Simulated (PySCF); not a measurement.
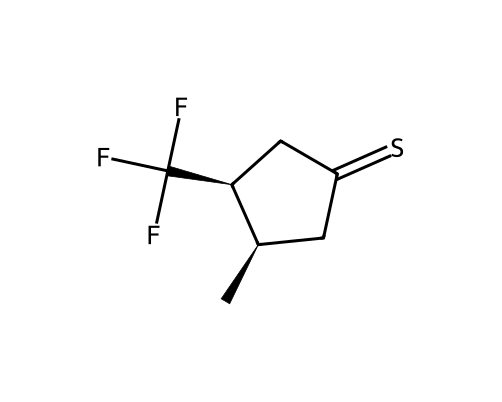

Simulated data, not a measurement (program: PySCF).

A structural formula.

Write the SMILES.

Answer. C[C@@H]1CC(=S)C[C@@H]1C(F)(F)F

What is the molecular formula?

Answer. C7H9F3S.

An optimisation with PBE0-D3(BJ)/def2-SVP gave a structure of which point group?

Answer. C1.
